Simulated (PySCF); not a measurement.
```xyz
15

Si    3.0129   -0.2539    0.4174
N     1.3064   -0.3393    0.5646
C     0.3457    0.0492   -0.1416
C    -1.0447   -0.1757    0.2536
C    -2.0743   -0.4378   -0.8213
C    -2.0833    0.8628   -0.1017
H     3.4344   -1.6525    0.4333
H     3.5449    0.4094   -0.7821
H     3.4261    0.4798    1.6110
H     0.4730    0.5795   -1.0980
H    -1.1541   -0.6971    1.1955
H    -2.8455   -1.1605   -0.6046
H    -1.7347   -0.4543   -1.8460
H    -2.8615    1.0544    0.6203
H    -1.7498    1.7440   -0.6288
```

Geometry: GFN2-xTB.

Theory: PySCF 2.14.0, PBE0/pcSseg-1, SCF density, gas phase, non-relativistic.

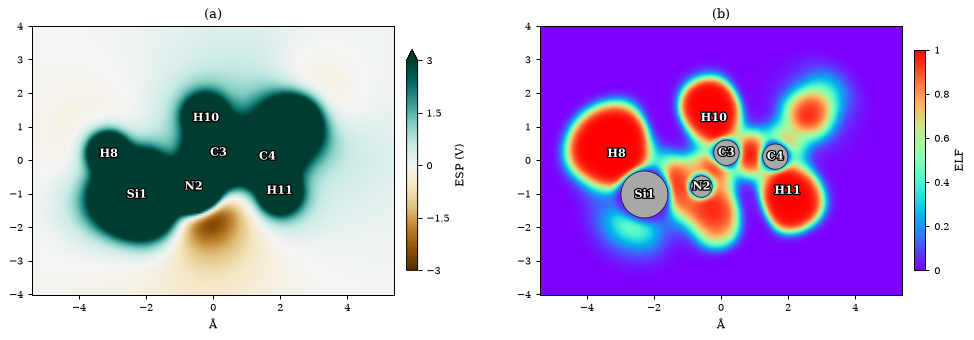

C4H9NSi (SMILES [SiH3]/N=C/C1CC1). (a) electrostatic potential; (b) ELF on the plane of atoms C3, C4 and H11. Grey discs cover the atomic cores in the ELF map.

Q: What does the map show?

A:
- The section cuts through Si, N, C and H sites.
- C–N (1.25 Å): the ELF peaks at about 0.90 between the atoms: a short, multiple covalent bond.
- C–C (1.46 Å): the ELF peaks at about 0.95 between the atoms, as expected for localised, covalent bonding.
- Si–N (1.71 Å): the ELF peaks at about 0.90 between the atoms; a polar covalent bond.
- C–H (1.10 Å): the ELF climbs to about 1 towards the hydrogen, as it does in any bond to H: a covalent bond by its length.
- Si–H (1.47 Å): the ELF climbs to about 1 towards the hydrogen.
- The ELF also peaks beside N2, away from the bonds: lone-pair regions.
- Outside the dense part of the molecule the potential is most negative (−2.5 V) near N2.
